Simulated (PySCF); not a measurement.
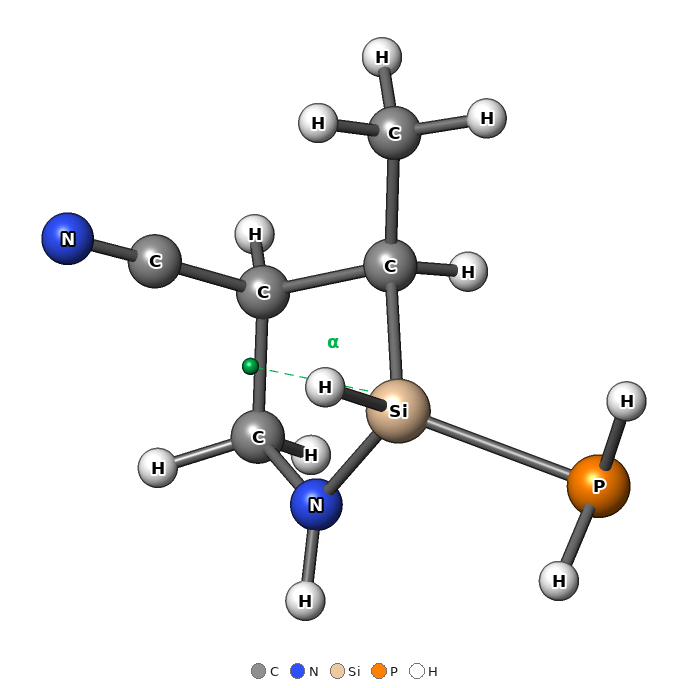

The small points mark where nucleus-independent chemical shifts (NICS) were computed: at the centre of each lettered ring and 1 Å above and below it. The computed structure is the end point of a GFN2-xTB optimisation. No frequency run is at hand to confirm it as a minimum. Properties computed with GIAO PBE0/pcSseg-1 NMR shielding, non-relativistic, gas phase (PySCF 2.14.0).

Give NICS(0), NICS(1) and the out-of-plane component NICS(1)zz for each ring (means of the two sides).

```json
{"ring": "α", "members": "C3NSi", "NICS(0)": "−6.4", "NICS(1)": "−3.5", "NICS(1)zz": "−3.5"}
```

Values in ppm.

What do the values say about the ring currents?

Answer. Ring α: weak, as in a non-aromatic ring. NICS is one index among several.

The geometry is semi-empirical. Around P, Si such bond lengths and angles can be off by a tenth of an ångström or more and by several degrees, and values that hang on the shape move with them.
